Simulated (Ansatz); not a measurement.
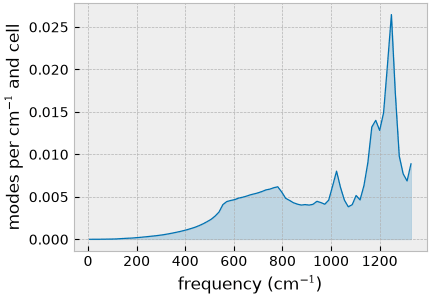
Phonon density of states of C in the diamond structure; finite displacements on a 8×8×8 mesh, DFT at the LDA level (Ansatz, a first-principles code), k mesh 16×16×16

Task: Where is the tallest peak, and is there a gap in the spectrum?

Result: The tallest peak lies near 1200 cm⁻¹. No clear gap shows at this resolution.

The PAW data sets were generated under PBE and serve the other functionals too.
